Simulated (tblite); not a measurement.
# C₄H₁₁GeO: geometry relaxation (part 1 of 2)

System: C₄H₁₁GeO, multiplicity 2, SMILES C[CH2][Ge]([CH3])[O]C.
Method: GFN2-xTB geometry optimisation, gas phase (tblite 0.8.0).

It belongs to a series of runs on one base structure; here: H removed from Ge.

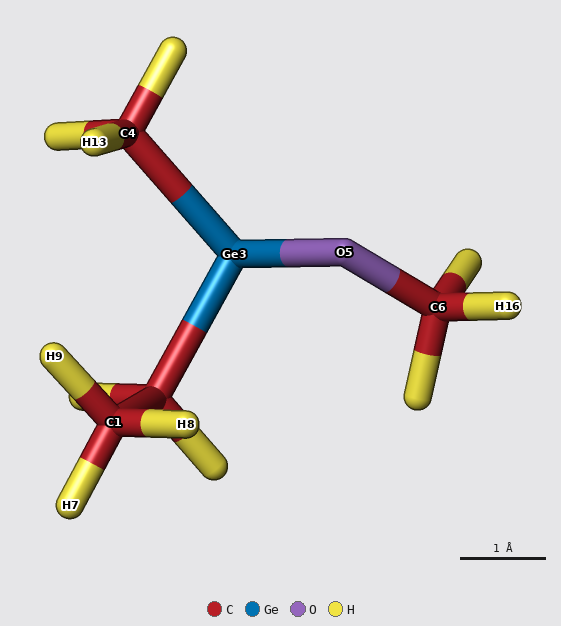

Figure 1. The structure as given in the input (stick view, seen at a tilt; atoms are numbered from 1 in the order of the input). Sticks mark near contacts.

Input file:
```
{"job": {"kind": "relax", "xc": "GFN2-xTB", "basis": "xTB"}, "charge": 0, "multiplicity": 2}
C     -1.929900    -0.347500     0.531400
C     -1.187500    -0.346800    -0.798000
Ge     0.603600     0.419100    -0.564700
C      0.439900     2.314500    -0.122000
O      1.476600    -0.439900     0.750600
C      2.020000    -1.605700     0.185500
H     -2.940700    -0.795500     0.384900
H     -1.379400    -0.930200     1.297900
H     -2.062900     0.693200     0.897100
H     -1.083200    -1.396200    -1.147900
H     -1.745900     0.236900    -1.545300
H     -0.139300     2.828100    -0.901400
H     -0.088100     2.413500     0.868800
H      1.458200     2.750900    -0.039400
H      1.223800    -2.278200    -0.179100
H      2.580600    -2.143000     0.993000
H      2.747300    -1.361200    -0.621300
```

The first line tells a small driver script what to run in tblite; the rest is the geometry in Å.

Machine: 1 CPU thread, shared host.

Command:
```bash
OMP_NUM_THREADS=1 python <driver script> task.json out
```

Log:
```
step      E/eV     max force
  0    -547.26323    1.989
  1    -547.44478    1.429
  2    -547.53407    0.727
  3    -547.56383    0.460
  4    -547.60821    0.480
  5    -547.63151    0.445
  6    -547.65318    0.435
  7    -547.67627    0.388
  8    -547.70570    0.550
  9    -547.73727    0.585
 10    -547.76584    0.365
 11    -547.78225    0.239
 12    -547.79224    0.245
 13    -547.80313    0.285
 14    -547.81404    0.341
 15    -547.82385    0.309
 16    -547.83295    0.273
 17    -547.84200    0.278
 18    -547.85130    0.281
 19    -547.86008    0.273
 20    -547.86675    0.182
 21    -547.87181    0.145
 22    -547.87641    0.189
 23    -547.88080    0.208
 24    -547.88541    0.156
 25    -547.89062    0.186
 26    -547.89650    0.187
 27    -547.90279    0.316
 28    -547.90828    0.225
 29    -547.91355    0.201
 30    -547.91724    0.157
 31    -547.91997    0.123
 32    -547.92175    0.121
 33    -547.92315    0.077
 34    -547.92412    0.068
 35    -547.92490    0.066
 36    -547.92554    0.082
 37    -547.92612    0.072
 38    -547.92666    0.056
 39    -547.92713    0.049
 40    -547.92751    0.047
 41    -547.92789    0.054
 42    -547.92833    0.056
 43    -547.92878    0.058
 44    -547.92915    0.046
 45    -547.92948    0.055
 46    -547.92988    0.074
 47    -547.93045    0.075
 48    -547.93118    0.087
 49    -547.93186    0.071
 50    -547.93243    0.063
 51    -547.93295    0.061
 52    -547.93341    0.049
 53    -547.93371    0.036
 54    -547.93388    0.029
 55    -547.93402    0.033
 56    -547.93421    0.037
 57    -547.93446    0.045
 58    -547.93473    0.038
 59    -547.93498    0.041
 60    -547.93526    0.045
 61    -547.93560    0.056
 62    -547.93595    0.047
 63    -547.93625    0.047
 64    -547.93657    0.051
 65    -547.93702    0.055
 66    -547.93767    0.085
 67    -547.93839    0.079
 68    -547.93889    0.057
 69    -547.93920    0.037
 70    -547.93942    0.038
 71    -547.93964    0.035
 72    -547.93979    0.022
 73    -547.93984    0.017
 74    -547.93988    0.014
 75    -547.93991    0.012
 76    -547.93994    0.012
 77    -547.93996    0.011
 78    -547.93998    0.010
 79    -547.94000    0.012
 80    -547.94002    0.011
 81    -547.94005    0.015
 82    -547.94009    0.018
 83    -547.94013    0.018
 84    -547.94017    0.016
 85    -547.94020    0.017
 86    -547.94023    0.017
 87    -547.94027    0.017
 88    -547.94033    0.018
 89    -547.94037    0.014
 90    -547.94040    0.011
 91    -547.94042    0.011
 92    -547.94045    0.013
 93    -547.94048    0.014
 94    -547.94050    0.011
 95    -547.94053    0.012
 96    -547.94055    0.016
 97    -547.94058    0.015
 98    -547.94061    0.012
 99    -547.94062    0.008
```

Trajectory as extended XYZ (Å, eV, eV/Å), 28 of the 100 frames kept, from step=0 to step=99:
```
17
Properties=species:S:1:pos:R:3:forces:R:3 step=0 energy=-547.26323
C    -1.9299   -0.3475    0.5314   -0.5520   0.0590   0.2510
C    -1.1875   -0.3468   -0.7980   -1.2070  -1.0150   0.1070
Ge    0.6036    0.4191   -0.5647    1.1150   0.3430  -1.6110
C     0.4399    2.3145   -0.1220   -0.1470   1.1880   1.3150
O     1.4766   -0.4399    0.7506    0.0560  -0.1420   0.0980
C     2.0200   -1.6057    0.1855    0.7970  -0.7790   0.7800
H    -2.9407   -0.7955    0.3849    0.6320   0.2670   0.2710
H    -1.3794   -0.9302    1.2979   -0.3620   0.3730  -0.4580
H    -2.0629    0.6932    0.8971    0.0670  -0.6820  -0.1410
H    -1.0832   -1.3962   -1.1479   -0.2290   0.5930  -0.0090
H    -1.7459    0.2369   -1.5453    0.2530  -0.3210   0.1900
H    -0.1393    2.8281   -0.9014    0.3040  -0.1090   0.3860
H    -0.0881    2.4135    0.8688    0.5590   0.1380  -0.9220
H     1.4582    2.7509   -0.0394   -0.8360  -0.0730  -0.0060
H     1.2238   -2.2782   -0.1791    0.4140   0.1380  -0.0700
H     2.5806   -2.1430    0.9930   -0.3860   0.3430  -0.5150
H     2.7473   -1.3612   -0.6213   -0.4760  -0.3200   0.3340
17
Properties=species:S:1:pos:R:3:forces:R:3 step=4 energy=-547.60821
C    -1.9485   -0.3493    0.5346    0.0020  -0.0220  -0.0310
C    -1.2364   -0.3830   -0.7877    0.3180   0.0230  -0.2590
Ge    0.6744    0.4502   -0.6918   -0.1600  -0.0260   0.0420
C     0.4385    2.3576   -0.0859    0.0670  -0.1130   0.0640
O     1.4811   -0.4465    0.7285   -0.0720   0.2380  -0.4100
C     2.0388   -1.6301    0.2187    0.0620  -0.0820   0.0710
H    -2.9342   -0.7903    0.4146   -0.1790  -0.0550   0.0980
H    -1.4003   -0.9119    1.2779    0.0920  -0.1190   0.1510
H    -2.0628    0.6657    0.8945   -0.0360   0.1610   0.0300
H    -1.1136   -1.3939   -1.1616   -0.1510  -0.1510  -0.0270
H    -1.7420    0.2121   -1.5401   -0.1630   0.0040  -0.0940
H    -0.1241    2.8399   -0.8721   -0.0970   0.2580  -0.0040
H    -0.0750    2.4367    0.8636    0.0310   0.0050   0.0440
H     1.4277    2.7828   -0.0255    0.0830   0.3180   0.1340
H     1.2620   -2.2816   -0.1830   -0.0380  -0.2500   0.0390
H     2.5826   -2.1481    1.0034    0.0020  -0.0100   0.1760
H     2.7248   -1.3983   -0.5980    0.2370  -0.1770  -0.0250
17
Properties=species:S:1:pos:R:3:forces:R:3 step=7 energy=-547.67627
C    -1.9505   -0.3533    0.5296    0.0590   0.0010   0.0230
C    -1.2273   -0.3932   -0.8088   -0.3090  -0.0580   0.0530
Ge    0.6864    0.4670   -0.7549   -0.3130   0.0350   0.2240
C     0.4492    2.3680   -0.0769    0.0130   0.2820   0.0240
O     1.4799   -0.4257    0.6548    0.1710  -0.1360  -0.2040
C     2.0470   -1.6462    0.2329    0.0470  -0.0620  -0.1810
H    -2.9542   -0.7947    0.4437    0.2580   0.0910  -0.0660
H    -1.4009   -0.9161    1.2848    0.0000   0.0410  -0.0860
H    -2.0670    0.6698    0.8948    0.0520  -0.1130  -0.1220
H    -1.1514   -1.4186   -1.1752    0.0200   0.0860   0.0300
H    -1.7629    0.1971   -1.5509   -0.0420  -0.0400  -0.0280
H    -0.1259    2.8809   -0.8492    0.0370   0.0430   0.1580
H    -0.0690    2.4495    0.8790    0.1120  -0.1730  -0.1590
H     1.4236    2.8465    0.0028   -0.1030  -0.0040   0.0440
H     1.2822   -2.3179   -0.1747    0.0150  -0.0960   0.1970
H     2.5860   -2.1527    1.0430   -0.2430   0.3020   0.0140
H     2.7477   -1.4483   -0.5847    0.2240  -0.1990   0.0790
17
Properties=species:S:1:pos:R:3:forces:R:3 step=11 energy=-547.78225
C    -1.9416   -0.3597    0.5245   -0.0820   0.0230   0.0220
C    -1.2737   -0.4141   -0.8328   -0.0390   0.0780   0.0370
Ge    0.6229    0.5064   -0.8074    0.0840   0.0640  -0.1880
C     0.4696    2.4299   -0.0624   -0.0850  -0.0870   0.0200
O     1.5213   -0.4211    0.4876    0.0620   0.0060   0.0760
C     2.0711   -1.6839    0.2144    0.0250   0.0200   0.0320
H    -2.9403   -0.7888    0.4717   -0.1290  -0.1020  -0.0690
H    -1.3901   -0.9172    1.2791    0.1350   0.0410  -0.0930
H    -2.0573    0.6639    0.8690    0.0980   0.0990   0.0110
H    -1.2039   -1.4419   -1.1903    0.1410   0.0710   0.0210
H    -1.8184    0.1642   -1.5768   -0.1570  -0.0240   0.0470
H    -0.1308    2.9711   -0.7853   -0.0700   0.0650  -0.0410
H    -0.0433    2.4250    0.8880   -0.0910  -0.0960   0.1830
H     1.4114    2.9522    0.0592    0.1200  -0.1950  -0.0690
H     1.3152   -2.4041   -0.1178    0.0300   0.0720  -0.0630
H     2.5337   -2.0829    1.1204   -0.0360   0.1580   0.0870
H     2.8470   -1.5868   -0.5510   -0.0080  -0.1930  -0.0150
17
Properties=species:S:1:pos:R:3:forces:R:3 step=15 energy=-547.82385
C    -1.9531   -0.3560    0.5249    0.1090   0.0250  -0.0790
C    -1.3005   -0.4041   -0.8383    0.1050   0.0650  -0.1030
Ge    0.6131    0.5324   -0.8586   -0.0310  -0.0490   0.0610
C     0.4562    2.4413   -0.0485   -0.0140  -0.1030   0.0020
O     1.5513   -0.4129    0.4258   -0.0230   0.1540  -0.2670
C     2.0857   -1.6923    0.2157   -0.0330   0.0420   0.0580
H    -2.9521   -0.8025    0.4701    0.1200   0.0990   0.0980
H    -1.3584   -0.9062    1.2528   -0.0520   0.0160  -0.0180
H    -2.0353    0.6771    0.8610   -0.1100  -0.0770   0.0390
H    -1.1880   -1.4302   -1.1888    0.0570   0.0390   0.0150
H    -1.8791    0.1468   -1.5765   -0.0760   0.0000  -0.0060
H    -0.1437    3.0143   -0.7571    0.0190  -0.0570   0.1650
H    -0.0449    2.3911    0.9167    0.0760   0.0000  -0.1220
H     1.4212    2.9344    0.0641   -0.1130  -0.2060  -0.0020
H     1.3323   -2.4192   -0.1061   -0.0450   0.0600   0.0420
H     2.5040   -2.0187    1.1692    0.0450  -0.0620   0.0210
H     2.8844   -1.6832   -0.5363   -0.0330   0.0520   0.0970
17
Properties=species:S:1:pos:R:3:forces:R:3 step=18 energy=-547.85130
C    -1.9448   -0.3478    0.5145    0.0930   0.0250   0.0090
C    -1.2971   -0.3818   -0.8552   -0.1640  -0.0430   0.0740
Ge    0.6011    0.5385   -0.8763   -0.1120   0.0660  -0.2490
C     0.4416    2.4188   -0.0437    0.0310  -0.1360  -0.0710
O     1.5675   -0.3854    0.3641    0.1460  -0.1150  -0.0010
C     2.0872   -1.6847    0.2248   -0.0350   0.0520  -0.0450
H    -2.9437   -0.7985    0.4770    0.1670   0.0810   0.0210
H    -1.3408   -0.8977    1.2337   -0.0260   0.0000   0.0210
H    -2.0372    0.6796    0.8648   -0.0730  -0.0480   0.0080
H    -1.1579   -1.4117   -1.1835   -0.0260   0.0280  -0.0750
H    -1.9277    0.1395   -1.5753    0.1250  -0.0400  -0.0580
H    -0.1528    3.0257   -0.7223   -0.0230  -0.0440   0.0480
H    -0.0404    2.3654    0.9229   -0.0200  -0.0340   0.0980
H     1.4189    2.8731    0.0596    0.0670  -0.0200   0.0490
H     1.3296   -2.4089   -0.0960   -0.0440   0.0670   0.1430
H     2.4928   -1.9868    1.1966   -0.0860   0.0280  -0.0850
H     2.8967   -1.7252   -0.5157   -0.0220   0.1310   0.1120
17
Properties=species:S:1:pos:R:3:forces:R:3 step=22 energy=-547.87641
C    -1.9258   -0.3365    0.5110   -0.0510  -0.0130   0.0390
C    -1.3203   -0.3734   -0.8713    0.0830  -0.0320  -0.0300
Ge    0.5683    0.5586   -0.9545    0.0720  -0.0580   0.0450
C     0.4351    2.3919   -0.0353    0.0260   0.0390   0.0830
O     1.6092   -0.3630    0.2614   -0.1060   0.1440  -0.0620
C     2.0895   -1.6764    0.2280   -0.0350   0.0370  -0.0040
H    -2.9170   -0.7883    0.4941   -0.0820  -0.0900  -0.0020
H    -1.3165   -0.8894    1.2203    0.0800   0.0370   0.0380
H    -2.0454    0.6829    0.8678    0.0780   0.0670   0.0060
H    -1.1476   -1.3972   -1.1971   -0.1010  -0.0670  -0.0340
H    -1.9684    0.1196   -1.5927    0.0560   0.0140  -0.0330
H    -0.1654    3.0455   -0.6650    0.0290  -0.0650  -0.0010
H    -0.0300    2.3233    0.9440    0.0470  -0.1270  -0.0310
H     1.4239    2.8255    0.0743   -0.0030  -0.0280   0.0050
H     1.3225   -2.4039   -0.0519   -0.0710   0.0330  -0.0100
H     2.4553   -1.9324    1.2268   -0.0380   0.0780   0.0270
H     2.9258   -1.7746   -0.4699    0.0170   0.0310  -0.0350
17
Properties=species:S:1:pos:R:3:forces:R:3 step=26 energy=-547.89650
C    -1.9187   -0.3311    0.5166    0.0760  -0.0270  -0.1290
C    -1.3175   -0.3778   -0.8784   -0.0500  -0.0400   0.0120
Ge    0.5637    0.5539   -0.9909   -0.0480   0.0700  -0.0010
C     0.4392    2.3595   -0.0214    0.0370  -0.1040  -0.0970
O     1.6104   -0.3216    0.2108    0.0380  -0.0710   0.0800
C     2.0718   -1.6440    0.2258   -0.0200   0.0440   0.0320
H    -2.9079   -0.8017    0.5014    0.1250   0.0540   0.0770
H    -1.2838   -0.8692    1.2232   -0.0850   0.0700  -0.0710
H    -2.0323    0.6963    0.8715    0.0140  -0.1500  -0.1110
H    -1.1662   -1.4034   -1.2156   -0.0700  -0.0390   0.0760
H    -1.9563    0.1162   -1.6105    0.0070   0.0300   0.0910
H    -0.1651    3.0199   -0.6366    0.0240   0.0370   0.0400
H    -0.0150    2.2534    0.9567    0.0340  -0.0790   0.0120
H     1.4368    2.7685    0.0806    0.0050   0.0680   0.0450
H     1.2881   -2.3672   -0.0286    0.0770   0.0820  -0.1010
H     2.4192   -1.8771    1.2361   -0.0180   0.1040   0.0670
H     2.9267   -1.7626   -0.4507   -0.1420  -0.0500  -0.0220
17
Properties=species:S:1:pos:R:3:forces:R:3 step=29 energy=-547.91355
C    -1.9031   -0.3305    0.5026    0.0430  -0.0030   0.0460
C    -1.3235   -0.3890   -0.8917    0.0250  -0.0130  -0.0730
Ge    0.5503    0.5630   -1.0347   -0.0670  -0.0470  -0.0980
C     0.4479    2.3235   -0.0135   -0.0010   0.0210  -0.0120
O     1.6202   -0.2851    0.1446    0.1070  -0.1000   0.1380
C     2.0576   -1.6104    0.2321    0.0330  -0.0040   0.0440
H    -2.8835   -0.8091    0.5246   -0.0090  -0.0040   0.0090
H    -1.2583   -0.8385    1.2122    0.0910  -0.1370   0.0330
H    -2.0143    0.6902    0.8553   -0.0670   0.1280  -0.1070
H    -1.1991   -1.4177   -1.2229    0.0220  -0.0760   0.0190
H    -1.9589    0.1131   -1.6159   -0.0990   0.0620   0.0130
H    -0.1614    3.0131   -0.5903    0.0010   0.0460   0.0730
H     0.0107    2.1670    0.9677    0.0250  -0.0260  -0.0490
H     1.4458    2.7292    0.0989    0.0180   0.0500   0.0240
H     1.2702   -2.3289   -0.0169    0.0100   0.0310  -0.0270
H     2.3746   -1.7944    1.2669   -0.0220   0.0550  -0.1140
H     2.9176   -1.7834   -0.4289   -0.1120   0.0180   0.0800
17
Properties=species:S:1:pos:R:3:forces:R:3 step=33 energy=-547.92315
C    -1.8870   -0.3291    0.5004    0.0010  -0.0030  -0.0100
C    -1.3307   -0.3973   -0.9070   -0.0440  -0.0180   0.0430
Ge    0.5367    0.5622   -1.0713    0.0670   0.0050   0.0370
C     0.4539    2.3071   -0.0104    0.0110   0.0160  -0.0210
O     1.6376   -0.2666    0.1093   -0.0430   0.0290  -0.0160
C     2.0492   -1.5930    0.2382   -0.0380   0.0090  -0.0170
H    -2.8663   -0.8128    0.5397    0.0340  -0.0010   0.0050
H    -1.2295   -0.8367    1.2054    0.0060   0.0330  -0.0420
H    -2.0117    0.7017    0.8288    0.0190  -0.0250  -0.0430
H    -1.2133   -1.4325   -1.2268    0.0010   0.0270  -0.0290
H    -1.9803    0.1142   -1.6164   -0.0240  -0.0540   0.0410
H    -0.1613    3.0215   -0.5474   -0.0160   0.0410   0.0310
H     0.0295    2.1098    0.9679    0.0010  -0.0240  -0.0150
H     1.4522    2.7105    0.1131    0.0100   0.0050  -0.0160
H     1.2586   -2.3067   -0.0084   -0.0510   0.0030   0.0220
H     2.3459   -1.7390    1.2794    0.0270  -0.0650   0.0220
H     2.9096   -1.8015   -0.4043    0.0390   0.0230   0.0080
17
Properties=species:S:1:pos:R:3:forces:R:3 step=37 energy=-547.92612
C    -1.8826   -0.3302    0.4987    0.0060  -0.0090  -0.0090
C    -1.3346   -0.4025   -0.9073    0.0420   0.0100  -0.0480
Ge    0.5432    0.5622   -1.0747   -0.0630   0.0250  -0.0230
C     0.4573    2.3079   -0.0136   -0.0070   0.0150   0.0130
O     1.6347   -0.2612    0.1093    0.0020  -0.0100   0.0450
C     2.0426   -1.5888    0.2400    0.0170  -0.0150   0.0190
H    -2.8590   -0.8158    0.5453   -0.0120  -0.0230   0.0150
H    -1.2194   -0.8327    1.1991    0.0270   0.0300   0.0290
H    -2.0087    0.7033    0.8129    0.0150   0.0020   0.0220
H    -1.2160   -1.4347   -1.2326    0.0130  -0.0130  -0.0140
H    -1.9917    0.1066   -1.6085   -0.0200  -0.0080  -0.0290
H    -0.1634    3.0316   -0.5321    0.0040   0.0070   0.0000
H     0.0352    2.0932    0.9624    0.0210  -0.0080  -0.0020
H     1.4557    2.7105    0.1129    0.0000   0.0040  -0.0120
H     1.2470   -2.2989   -0.0050    0.0020   0.0090   0.0100
H     2.3445   -1.7412    1.2806   -0.0270  -0.0220   0.0000
H     2.9081   -1.7972   -0.3973   -0.0210   0.0060  -0.0180
17
Properties=species:S:1:pos:R:3:forces:R:3 step=40 energy=-547.92751
C    -1.8788   -0.3320    0.4960    0.0200   0.0070   0.0120
C    -1.3324   -0.4042   -0.9121   -0.0350  -0.0120  -0.0070
Ge    0.5392    0.5658   -1.0784    0.0110  -0.0230   0.0190
C     0.4584    2.3089   -0.0146   -0.0050   0.0110   0.0100
O     1.6317   -0.2588    0.1168   -0.0350   0.0310  -0.0010
C     2.0394   -1.5871    0.2426   -0.0230   0.0150   0.0050
H    -2.8546   -0.8207    0.5502    0.0360  -0.0040   0.0000
H    -1.2105   -0.8241    1.1990    0.0220  -0.0010   0.0110
H    -2.0040    0.7027    0.8077   -0.0120   0.0030   0.0080
H    -1.2151   -1.4366   -1.2385    0.0280  -0.0050  -0.0030
H    -1.9986    0.1004   -1.6083    0.0050   0.0040  -0.0420
H    -0.1643    3.0369   -0.5244    0.0020   0.0010   0.0020
H     0.0411    2.0819    0.9604    0.0210   0.0140   0.0090
H     1.4583    2.7091    0.1100   -0.0130   0.0000  -0.0080
H     1.2396   -2.2918   -0.0015    0.0100  -0.0220  -0.0160
H     2.3400   -1.7467    1.2819   -0.0080  -0.0020   0.0190
H     2.9038   -1.7916   -0.3969   -0.0240  -0.0160  -0.0170
17
Properties=species:S:1:pos:R:3:forces:R:3 step=44 energy=-547.92915
C    -1.8705   -0.3331    0.4954    0.0010   0.0030  -0.0100
C    -1.3337   -0.4083   -0.9172    0.0240   0.0120   0.0160
Ge    0.5394    0.5635   -1.0719    0.0050   0.0180  -0.0150
C     0.4589    2.3113   -0.0163    0.0040  -0.0190  -0.0100
O     1.6157   -0.2537    0.1414   -0.0100  -0.0300   0.0070
C     2.0292   -1.5828    0.2469   -0.0160  -0.0170  -0.0120
H    -2.8419   -0.8284    0.5550    0.0120  -0.0150   0.0170
H    -1.1969   -0.8152    1.2019    0.0160  -0.0020  -0.0430
H    -2.0026    0.7020    0.8042   -0.0110  -0.0020  -0.0130
H    -1.2062   -1.4399   -1.2443   -0.0050   0.0120   0.0190
H    -1.9996    0.0954   -1.6164    0.0200  -0.0230   0.0120
H    -0.1652    3.0403   -0.5218   -0.0180   0.0000   0.0040
H     0.0511    2.0790    0.9605   -0.0010   0.0320   0.0310
H     1.4594    2.7101    0.1018    0.0120   0.0110  -0.0020
H     1.2324   -2.2878   -0.0057   -0.0210  -0.0160   0.0010
H     2.3369   -1.7614    1.2817   -0.0110   0.0270  -0.0100
H     2.8865   -1.7790   -0.4050   -0.0020   0.0070   0.0080
17
Properties=species:S:1:pos:R:3:forces:R:3 step=48 energy=-547.93118
C    -1.8610   -0.3333    0.4926   -0.0030  -0.0110  -0.0010
C    -1.3289   -0.4093   -0.9196    0.0310   0.0000  -0.0380
Ge    0.5426    0.5668   -1.0691   -0.0140   0.0060   0.0360
C     0.4599    2.3158   -0.0172   -0.0120   0.0620   0.0600
O     1.5918   -0.2586    0.1661   -0.0160  -0.0230  -0.0540
C     2.0133   -1.5870    0.2483    0.0110  -0.0020   0.0120
H    -2.8236   -0.8427    0.5659   -0.0130  -0.0200  -0.0120
H    -1.1746   -0.8071    1.1910    0.0290   0.0200   0.0100
H    -2.0063    0.7010    0.7968    0.0070   0.0040   0.0040
H    -1.1954   -1.4402   -1.2433    0.0170  -0.0280   0.0220
H    -1.9960    0.0819   -1.6242   -0.0120   0.0300   0.0020
H    -0.1716    3.0455   -0.5169    0.0200  -0.0510   0.0130
H     0.0634    2.0941    0.9695    0.0190   0.0110  -0.0460
H     1.4610    2.7202    0.0912   -0.0240  -0.0040  -0.0180
H     1.2200   -2.2956   -0.0093   -0.0040   0.0120   0.0170
H     2.3296   -1.7717    1.2798   -0.0170  -0.0080  -0.0280
H     2.8687   -1.7678   -0.4115   -0.0180   0.0020   0.0220
```
